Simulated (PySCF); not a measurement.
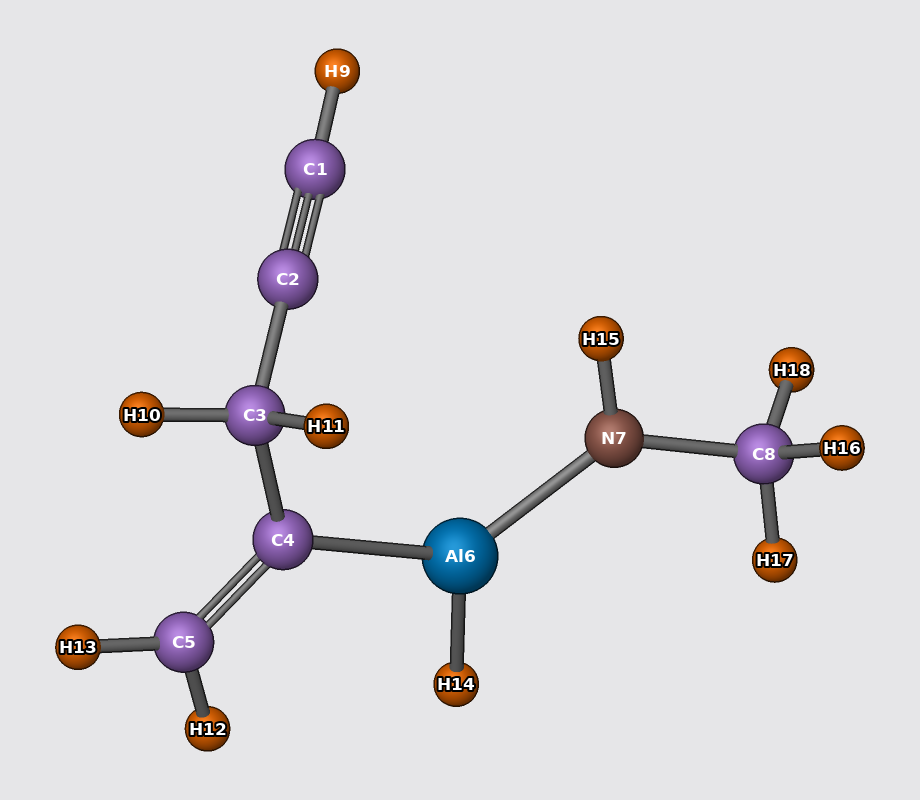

The questions are on isotropic NMR shieldings of the H atoms. Computed geometry: GFN2-xTB optimisation. No frequency run is at hand to confirm it as a minimum. Level of theory: GIAO PBE0/pcSseg-1 NMR shielding, non-relativistic, gas phase (PySCF 2.14.0).

Give the isotropic NMR shieldings of the H atoms atom by atom.

```tsv
atom	σ (ppm)
H9	30.20
H10	28.75
H11	28.46
H12	25.68
H13	25.32
H14	27.19
H15	29.41
H16	28.55
H17	28.58
H18	28.57
```

The geometry is semi-empirical. Around Al such bond lengths and angles can be off by a tenth of an ångström or more and by several degrees, and values that hang on the shape move with them.
